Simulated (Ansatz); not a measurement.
# Sensitivity of the G0W0 gap of Te2Mo (P6_3/mmc)

Aim: change settings of a G0W0 run on Te2Mo (P6_3/mmc) and see what moves.

Main program and level: Ansatz 0.2.0; G0W0 on PBE, plane waves, PAW; PAW set soft_1.

### 1. The structure

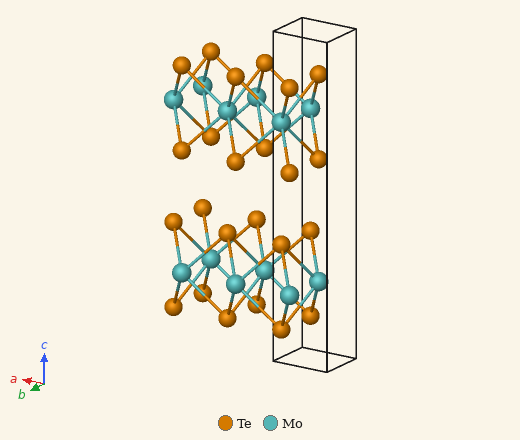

Start, viewed from a free direction; tellurium orange, molybdenum teal. 3×2×1 cells are drawn.

The cell and positions come from the Crystallography Open Database and are kept as given unless a step says otherwise. Spin-orbit coupling is left out unless a step names it.

### 2. The base run: 6×6×2 mesh, 340 empty bands, screening to 100 eV, PAW set soft_1 files

Now the one-shot GW correction: screening in the RPA, then the self-energy of the levels asked for. This step takes PAW set soft_1 files.

input.yaml

```yaml
crystal:
  lattice:
    - [3.5182, 0.0, 0.0]
    - [-1.7591, 3.0468505756, 0.0]
    - [0.0, 0.0, 13.9736]
  atoms:
    - { symbol: Te, position: [0.3333333333, 0.6666666667, 0.621] }
    - { symbol: Te, position: [0.6666666667, 0.3333333333, 0.121] }
    - { symbol: Te, position: [0.3333333333, 0.6666666667, 0.879] }
    - { symbol: Te, position: [0.6666666667, 0.3333333333, 0.379] }
    - { symbol: Mo, position: [0.3333333333, 0.6666666667, 0.25] }
    - { symbol: Mo, position: [0.6666666667, 0.3333333333, 0.75] }
kpoints:
  mp_grid: { grid: [6, 6, 2] }
hamiltonian:
  xc: pbe
  pseudopotentials: { kind: paw, azcp: { folder: soft_1 } }
scf:
  occupations: { method: fixed }
gw:
  n_empty_bands: 340
  ecut_chi: 100
  qp_bands: [v2, c2]
  qp_kpoints: band_edges
  screening: { model: contour_deformation }
```

On the command line:

```sh
$ ansatz run input.yaml --threads 2 --pin off --max-ram 73728MiB --backend cuda --events-out ev --progress --plain --runs-dir out --devices 1 --max-vram 13GiB
```

Numbers of over 12 decimals in the logs are rounded to 6 here.

The log of the run:

```text
GPUs: using 1 of 1 available (devices: 1).
Engine: ansatz 0.2.0, x86_64-unknown-linux-gnu
Pseudopotentials: kind: paw
Pseudopotential: Te, paw, valence charge 16, recommended cutoff 420 eV (normal), soft_1/Te.paw.azcp
Pseudopotential: Mo, paw, valence charge 14, recommended cutoff 420 eV (normal), soft_1/Mo.paw.azcp
Functional definition: PBE
  parameter kappa = 0.804
  parameter beta = 0.066725
  exchange = pbe_x(kappa = kappa, mu = beta*pi^2/3)
  correlation = pbe_c(beta = beta)
device memory: the entry about to start is reckoned to put 1.9 GiB on a device that reports 76.9 GiB free (of which the cap on the GPU budget leaves the run 13.0 GiB)
GPU FFT provider: cuFFT
GPU libraries: cuBLAS 13.8.2, cuFFT 12.4.0, cuSOLVER 12.3.4
Crystal: 6 atoms, lattice volume = 149.789 Å³
Basis set: ecut = 420 eV, 2909 PW (Γ)
Bands: 56, of which v1, the nominal top of the filled ones, is band 46 counted from 1 (45 counted from 0)
Symmetry: 24 space group operations
Space group: P63/mmc (ITA 194), of the structure as read, at distance tolerance 5.3e-5 Å
k-points: 14 of 72
Non-local potential: Te, projectors of the file, l = 0: 2, l = 1: 2, l = 2: 2, l = 3: 1
Non-local potential: Mo, projectors of the file, l = 0: 3, l = 1: 2, l = 2: 2, l = 3: 1
PAW form: soft (Blöchl's): semilocal exchange-correlation on the pseudo side does not see the compensation charge
PAW one-centre angular grid: Te, 590 points (default); XC on 64 Gauss nodes
PAW one-centre angular grid: Mo, 590 points (default); XC on 64 Gauss nodes
Initial density: superposition of atomic densities (chi_scale 0.1, normalization cell, long waves kept (reshape's long-wave potential 0.01 eV rms))
Initial wavefunctions: pseudopotential atomic-orbital guess
GPU buffer pool allocated for 55296 grid points (all kernels)
GPU transforms: local potential and band sums: pruned to the plane-wave sphere, on 24×24×96
Functional: x = pbe(κ = 0.804, μ = 0.219515), c = pbe(β = 0.066725)
SCF iter   1: F=—  HF=-37835.277720 eV  |F-HF|=—  |Δ(HF+E_count)|=         —  Δρ=5.47e-2  dr2=6.43e0  ethr=3.10e-3  ⟨swp⟩=5.0  Hψ=2550  notcnv=0  defer=95
preconditioner: auto → Resta (q_TF=auto, 2.515 Å⁻¹)  ε∞=6.4  [insulator: Δε(μ)=0.754 eV  Ē_g=7.846 eV  n_scr=52 (ndim 8)  ℏωp=18.2 eV  f_vac=0.007  ε∞_Penn≈6.4]
SCF iter   2: F=—  HF=-37834.198158 eV  |F-HF|=—  |Δ(HF+E_count)|=    1.08e0  Δρ=2.11e-2  dr2=2.48e0  ethr=3.10e-3  ⟨swp⟩=3.0  Hψ=1386  notcnv=0  defer=98
SCF iter   3: F=—  HF=-37833.940722 eV  |F-HF|=—  |Δ(HF+E_count)|=   2.57e-1  Δρ=1.39e-2  dr2=4.25e-1  ethr=2.70e-3  ⟨swp⟩=1.9  Hψ=869  notcnv=0  defer=88
SCF iter   4: F=—  HF=-37833.845632 eV  |F-HF|=—  |Δ(HF+E_count)|=   9.51e-2  Δρ=1.94e-3  dr2=6.95e-3  ethr=4.62e-4  ⟨swp⟩=2.3  Hψ=1069  notcnv=0  defer=104
[...]
E_band       = -1145.506644
  E_kinetic    = 1536.879433
  E_local      = -8837.586825  (includes V_loc(G=0)·N_el)
  E_nonlocal   = 565.165906
  E_hartree    = 4173.436817
  E_xc         = -842.791662
  E_vxc        = -848.044404  (∫ρ·V_xc dr)
  E_paw        = -25112.329881  (= ΣΔE_a)
  E_vpaw       = -1908.792932  (= ΣTr[D̂ρ^β])
  E_aug_tail   = 0.000465  (compensation charges beyond the density's cutoff)
  E_ewald      = -9316.621616
  E_smearing   = -0.000000  (= −TS)
  E_closure    = -0.000000  (closes the sum)
  Σ components = -37833.847363   (vs F -37833.847363, Δ=0.00e0)
--- Band table (eV; the first three rows and the last of 14) ---
  k-point 0: bands = [... 42 lower, 11.4458, 11.4458, 12.1360, 12.4590, 15.3632, 15.3632, 15.4961, 15.4961, ... 6 higher]
  k-point 1: bands = [... 42 lower, 11.4282, 11.4282, 12.3779, 12.3779, 15.4009, 15.4009, 15.4009, 15.4009, ... 6 higher]
  k-point 2: bands = [... 42 lower, 11.2319, 11.4698, 12.0142, 12.1763, 14.2634, 14.5308, 14.5575, 14.7996, ... 6 higher]
  k-point 13: bands = [... 42 lower, 10.4647, 10.4647, 12.2496, 12.2496, 13.4386, 13.4386, 14.0857, 14.0857, ... 6 higher]
--- G₀W₀: contour deformation, 7 samples at zero and on the imaginary axis and 1 off it, 72 q-points, 340 empty bands' worth ---
  eigenvalues of the whole cell's RPA ε∞ on this k-mesh (on a slab, of 1 + 4πα/V) = 10.6974, 19.7798, 19.7798; static W/v taken at q = 0 is 0.053606
  gw.qp_kpoints: band_edges: 13 of 14 stored k-points solved, in 1 pass; an edge of the gap read off the rows below is read off those points alone
    valence top: of the k-points left out ik 5 came nearest to being solved in a further pass, in band 46 (counted from 1, as in the quasiparticle table): it holds the edge there only if its correction is more favourable than any solved in that band by at least 0.779 eV; those differ by 0.470 eV
    conduction bottom: of the k-points left out ik 5 came nearest to being solved in a further pass, in band 47 (counted from 1, as in the quasiparticle table): it holds the edge there only if its correction is more favourable than any solved in that band by at least 0.494 eV; those differ by 0.287 eV
    ik  band        ε_KS         Σx   Σc(E_QP)       V_xc       Z   E_QP_lin       E_QP  E_QP is
     0    45     12.1360   -16.2208     1.1836   -14.7019  0.7663    11.7985    11.8007  root
     0    46     12.4590   -18.8309     0.4198   -18.5248  0.7262    12.5726    12.5729  root
     0    47     15.3632   -12.6050    -3.9860   -16.8101  0.7299    15.5837    15.5823  root
     0    48     15.3632   -12.6050    -3.9860   -16.8101  0.7299    15.5837    15.5823  root
     1    45     12.3779   -18.2160     0.6173   -17.6139  0.7349    12.3930    12.3930  root
     1    46     12.3779   -18.2160     0.6173   -17.6139  0.7349    12.3930    12.3930  root
     1    47     15.4009   -12.5790    -4.0122   -16.8018  0.7277    15.6129    15.6115  root
     1    48     15.4009   -12.5790    -4.0122   -16.8018  0.7277    15.6129    15.6115  root
[...]
13    45     12.2496   -18.0650     0.3437   -17.8521  0.7184    12.3802    12.3805  root
    13    46     12.2496   -18.0650     0.3437   -17.8521  0.7184    12.3802    12.3805  root
    13    47     13.4386   -15.3377    -3.8766   -19.6430  0.7108    13.8717    13.8673  root
    13    48     13.4386   -15.3377    -3.8766   -19.6430  0.7108    13.8717    13.8673  root
[key lines of the parts left out:]
SCF converged after 9 iterations
Free energy (F): -37833.847363 eV
Fermi energy:    12.459033 eV
```

Run time: 35 s. Hardware: 1 × NVIDIA H100 80GB HBM3 (shared by 6 runs) with 2 threads of AMD EPYC 7R13 (Zen 3), shared host; peak memory 1.7 GiB.

Reading the cycles: dr2 is the Hartree energy of the density residual (eV), the measure of convergence; HF is the Harris–Foulkes estimate of the energy, which meets the free energy F at convergence.

Numbers from this step:

```
bands summed                                 : 386
RPA ε∞ on this mesh (eigenvalues)            : 10.70, 19.78, 19.78
plane waves in the screening matrix          : 329
q-points in the mesh                         : 72
G0W0 gap on the mesh                         : 0.9828 eV
k of the valence top                         : 0, 0, 0
k of the conduction bottom                   : 0.1667, 0.1667, 0
starting gap on the mesh                     : 0.8263 eV
Z at the valence top                         : 0.7262
Z at the conduction bottom                   : 0.7387
least direct G0W0 gap on the computed points : 1.310 eV
```

The gap on the mesh goes from 0.83 eV to 0.98 eV, a correction of +0.16 eV. Between the two edge states, bare exchange in place of the xc potential would open the gap by 4.04 eV, and correlation takes back 3.89 eV.

### 3. Variant: wider window of levels

Changes to input.yaml since step 2:

```diff
@@ -22,4 +22,4 @@
   ecut_chi: 100
-  qp_bands: [v2, c2]
-  qp_kpoints: band_edges
+  qp_bands: [v6, c6]
+  qp_kpoints: [[0, 0, 0]]
   screening: { model: contour_deformation }
```

The log of the run:

```text
GPUs: using 1 of 1 available (devices: 1).
[...]
GPU FFT provider: cuFFT
GPU libraries: cuBLAS 13.8.2, cuFFT 12.4.0, cuSOLVER 12.3.4
Crystal: 6 atoms, lattice volume = 149.789 Å³
Basis set: ecut = 420 eV, 2909 PW (Γ)
Bands: 56, of which v1, the nominal top of the filled ones, is band 46 counted from 1 (45 counted from 0)
[... 1 set-up line as in the run before ...]
[...]
k-points: 14 of 72
[...]
GPU buffer pool allocated for 55296 grid points (all kernels)
[...]
SCF iter   1: F=—  HF=-37835.277720 eV  |F-HF|=—  |Δ(HF+E_count)|=         —  Δρ=5.47e-2  dr2=6.43e0  ethr=3.10e-3  ⟨swp⟩=5.0  Hψ=2550  notcnv=0  defer=95
[...]
SCF iter   9: F=-37833.847363 eV  HF=-37833.847363 eV  |F-HF|=7.29e-9  |Δ(HF+E_count)|=   4.74e-7  Δρ=4.86e-6  dr2=2.98e-8  ethr=1.09e-10  ⟨swp⟩=11.6  Hψ=3206  notcnv=0
SCF 1 converged in 9 iterations: F = -37833.847363 eV  dr2 = 2.98e-8
[...]
NSCF: frozen V_eff on 14 k-points
[...]
G₀W₀ screening: q 1/14
[... further progress lines ...]
SCF converged after 9 iterations
Free energy (F): -37833.847363 eV
[...]
Internal energy: -37833.847363 eV  (E = F + TS)
E sigma→0 (E₀):  -37833.847363 eV
Fermi energy:    12.459033 eV
[...]
--- Band table (eV; the first three rows and the last of 14) ---
  k-point 0: bands = [... 42 lower, 11.4458, 11.4458, 12.1360, 12.4590, 15.3632, 15.3632, 15.4961, 15.4961, ... 6 higher]
  k-point 1: bands = [... 42 lower, 11.4282, 11.4282, 12.3779, 12.3779, 15.4009, 15.4009, 15.4009, 15.4009, ... 6 higher]
  k-point 2: bands = [... 42 lower, 11.2319, 11.4698, 12.0142, 12.1763, 14.2634, 14.5308, 14.5575, 14.7996, ... 6 higher]
  k-point 13: bands = [... 42 lower, 10.4647, 10.4647, 12.2496, 12.2496, 13.4386, 13.4386, 14.0857, 14.0857, ... 6 higher]
[...]
0    41     11.4103   -19.7269     1.0571   -18.8007  0.7273    11.5408    11.5412  root
     0    42     11.4103   -19.7269     1.0571   -18.8007  0.7273    11.5408    11.5412  root
     0    43     11.4458   -19.8025     1.0221   -18.9247  0.7274    11.5897    11.5901  root
     0    44     11.4458   -19.8025     1.0221   -18.9247  0.7274    11.5897    11.5901  root
     0    45     12.1360   -16.2208     1.1836   -14.7019  0.7663    11.7985    11.8007  root
     0    46     12.4590   -18.8309     0.4198   -18.5248  0.7262    12.5726    12.5729  root
     0    47     15.3632   -12.6050    -3.9860   -16.8101  0.7299    15.5837    15.5823  root
     0    48     15.3632   -12.6050    -3.9860   -16.8101  0.7299    15.5837    15.5823  root
     0    49     15.4961   -12.5105    -4.0556   -16.7744  0.7280    15.7059    15.7044  root
     0    50     15.4961   -12.5105    -4.0556   -16.7744  0.7280    15.7059    15.7044  root
     0    51     15.5880   -12.7884    -4.2488   -17.2048  0.7053    15.7555    15.7557  root
     0    52     15.5880   -12.7884    -4.2488   -17.2048  0.7053    15.7555    15.7557  root
```

It took 37 s on 1 × NVIDIA H100 80GB HBM3 (shared by 6 runs) with 2 threads; peak memory 1.5 GiB; 58 s of CPU time.

Absolute levels on the run's own zero. QP, by row:

| k index | band | KS (eV) | Sigma_x (eV) | Sigma_c (eV) | Vxc (eV) | Z | QP linearised (eV) | QP (eV) | source | doubts |
| --- | --- | --- | --- | --- | --- | --- | --- | --- | --- | --- |
| 0 | 41 | 11.41 | -19.73 | 1.057 | -18.8 | 0.7273 | 11.54 | 11.54 | root |  |
| 0 | 42 | 11.41 | -19.73 | 1.057 | -18.8 | 0.7273 | 11.54 | 11.54 | root |  |
| 0 | 43 | 11.45 | -19.8 | 1.022 | -18.92 | 0.7274 | 11.59 | 11.59 | root |  |
| 0 | 44 | 11.45 | -19.8 | 1.022 | -18.92 | 0.7274 | 11.59 | 11.59 | root |  |
| 0 | 45 | 12.14 | -16.22 | 1.184 | -14.7 | 0.7663 | 11.8 | 11.8 | root |  |
| 0 | 46 | 12.46 | -18.83 | 0.4198 | -18.52 | 0.7262 | 12.57 | 12.57 | root |  |
| 0 | 47 | 15.36 | -12.61 | -3.986 | -16.81 | 0.7299 | 15.58 | 15.58 | root |  |
| 0 | 48 | 15.36 | -12.61 | -3.986 | -16.81 | 0.7299 | 15.58 | 15.58 | root |  |
| 0 | 49 | 15.5 | -12.51 | -4.056 | -16.77 | 0.728 | 15.71 | 15.7 | root |  |
| 0 | 50 | 15.5 | -12.51 | -4.056 | -16.77 | 0.728 | 15.71 | 15.7 | root |  |
| 0 | 51 | 15.59 | -12.79 | -4.249 | -17.2 | 0.7053 | 15.76 | 15.76 | root |  |
| 0 | 52 | 15.59 | -12.79 | -4.249 | -17.2 | 0.7053 | 15.76 | 15.76 | root |  |

Against the base:

| setting | base | variant |
| --- | --- | --- |
| levels asked | v2 to c2 | v6 to c6 |
| points asked | band edges | [[0, 0, 0]] |

### 4. What came out

```
base                   : 0.98 eV, 35 s
wider window of levels : direct gap at the listed points 3.01 eV, 37 s
```

What this shows: Wider window of levels: only the listed points were computed; the least direct gap there is 3.01 eV, with levels asked and points asked changed against the base. All runs here use a coarse mesh and modest cutoffs; they test settings and are not final values. The 6×6×2 mesh is coarse for this cell (its supercell is 21 Å along the shortest edge). The RPA ε∞ on it, from the PBE start, is 10.70 and 19.78; such meshes misread the long-range screening, most where the gap is narrow. The many-body steps are scalar-relativistic: spin-orbit coupling is not in them.

[Paths, hosts, dates, memory and timing lines, banners, echoed tables and standing remarks are left out of the program output.]

[Logs are printed without paths, hosts, clocks, repeated set-up lines and the standing remarks that a program may print on its own settings, such as how far it seeks lower states.]

[Runs of the session that timed out or met a known fault of the program may be left out.]

[Cells called generated may have been cut or substituted from an entry of the Crystallography Open Database or the Materials Project.]

[Hosts, paths, dates, database ids (printed as entryN), source tags and the programs' standing remarks are cut or masked in the printed files.]
